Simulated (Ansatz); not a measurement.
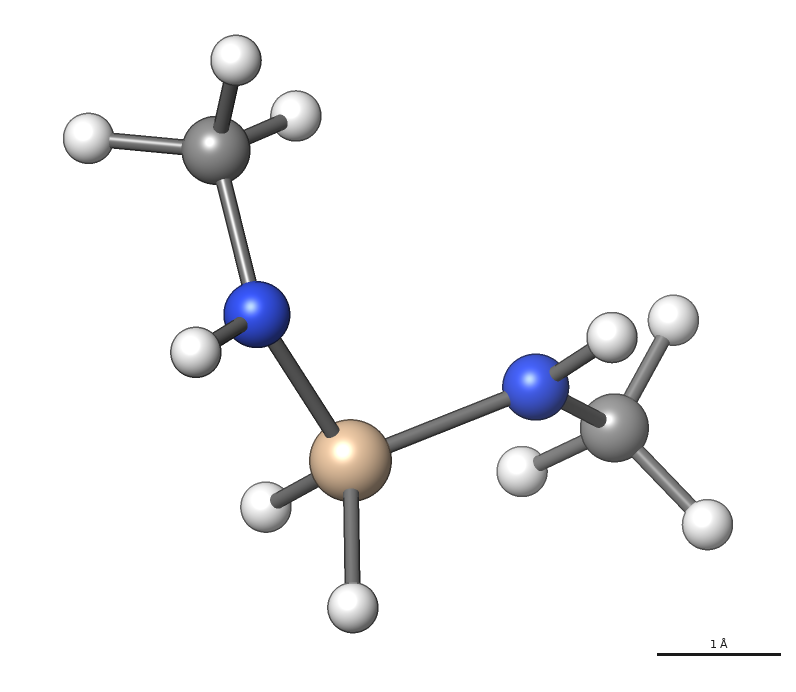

The picture shows a molecular structure as a ball-and-stick model. Every bond is drawn as one stick, whatever its order. Colours: carbon grey, nitrogen blue, silicon light orange, hydrogen white.

The geometry was computed by an optimisation with PBE0-D4/def2-TZVP. No frequency run is at hand to confirm it as a minimum.

Which formula does it have?

Answer. C₂H₁₀N₂Si, 15 atoms: 2 carbon, 10 hydrogen, 2 nitrogen and 1 silicon.

Name functional groups in it.

Answer. Among them: Si–H bond, Si–N bond.

More results for the same structure follow; atom numbers are the same in all pictures, views and colours differ.

## Geometry

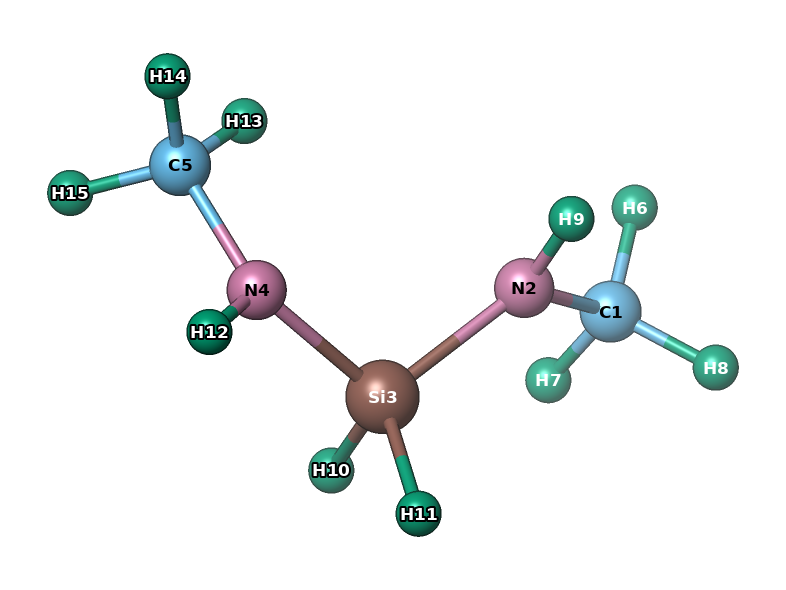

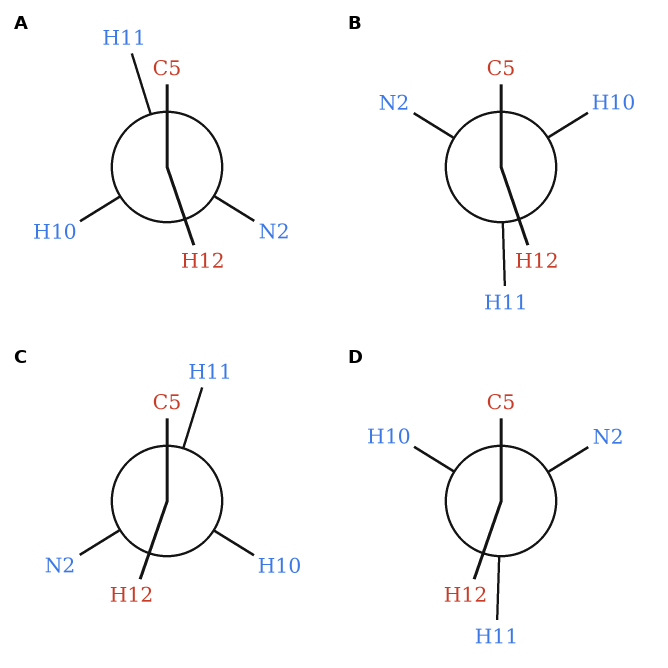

Distant atoms are faded towards the background colour. Bonds that would overlap in a projection are set slightly apart. No frequency run is at hand to confirm it as a minimum.

Which Newman projection shows the view along N4–Si3, with N4 in front?

Answer. D. The torsion angle C5–N4–Si3–N2 is 58°, synclinal (gauche).

## Charges

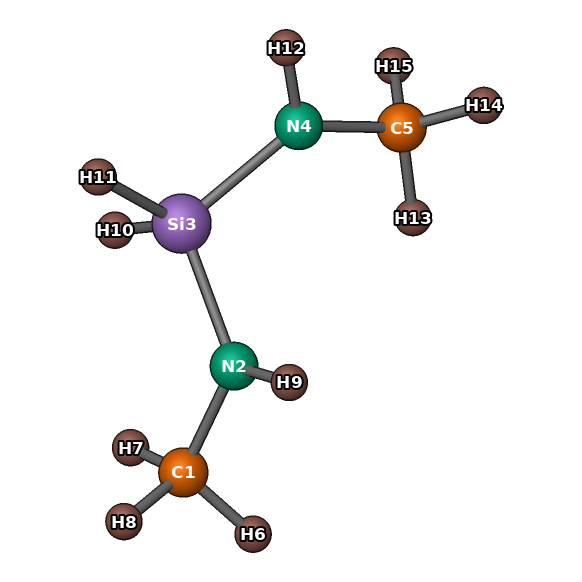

The questions are on Mulliken charges. No frequency run is at hand to confirm it as a minimum. Properties computed with RKS r2SCAN-D4/def2-TZVPP (Ansatz 0.2.0).

List the Mulliken charges.

```
atom  value (e)
  C1      −0.04
  N2      −0.35
 Si3       0.46
  N4      −0.36
  C5      −0.04
  H6       0.05
  H7       0.05
  H8       0.05
  H9       0.13
 H10      −0.12
 H11      −0.12
 H12       0.13
 H13       0.05
 H14       0.05
 H15       0.05
```

## Dipole moment

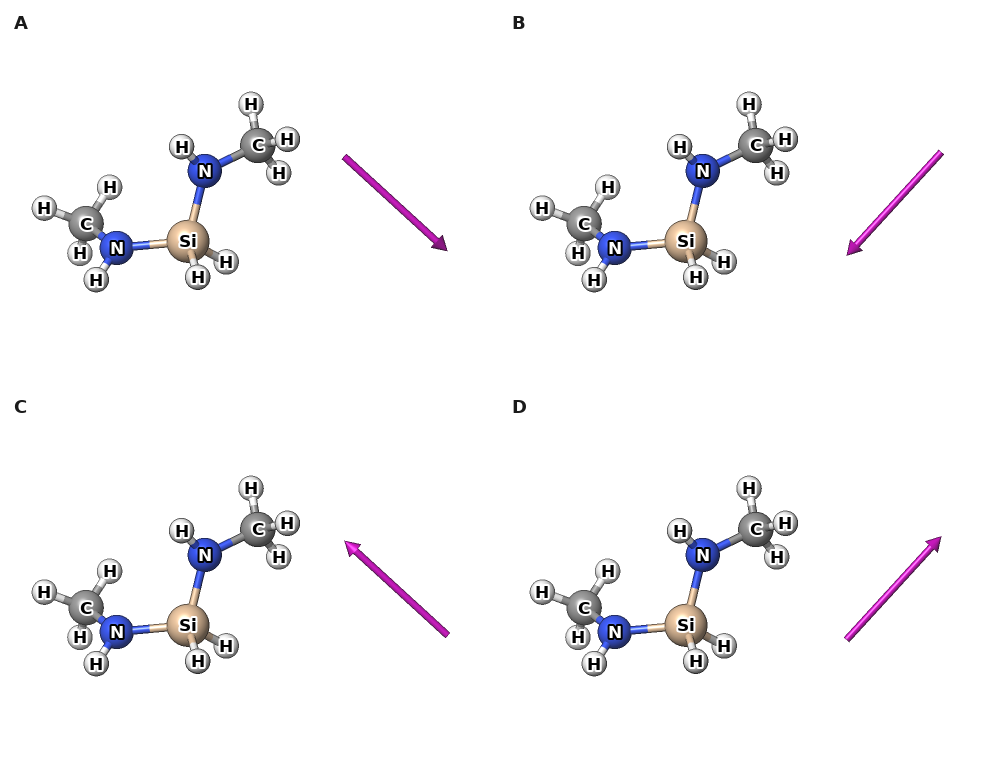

The same molecule four times, each with an arrow. No frequency run is at hand to confirm it as a minimum. Method: RKS PBE-D4/def2-TZVPP (Ansatz 0.2.0).

Which arrow points along the dipole moment, from the negative to the positive end?

Answer. C. The dipole moment is 1.10 D.

## Levels of theory compared

No frequency run is at hand to confirm it as a minimum. Program: Ansatz 0.2.0.

Tabulate HOMO energy (eV) at these levels: B3LYP-D4/def2-TZVPP; PBE-D4/def2-TZVPP; PBE0-D4/def2-TZVPP; r2SCAN-D4/def2-TZVPP; ωB97M-V/def2-TZVPP; ωB97X-V/def2-TZVPP.

```
               level  HOMO energy (eV)
 B3LYP-D4/def2-TZVPP             −6.38
   PBE-D4/def2-TZVPP             −5.25
  PBE0-D4/def2-TZVPP             −6.59
r2SCAN-D4/def2-TZVPP             −5.51
  ωB97M-V/def2-TZVPP             −8.93
  ωB97X-V/def2-TZVPP             −9.01
```

Mulliken values depend strongly on the basis set and can even reverse the polarity of a bond.
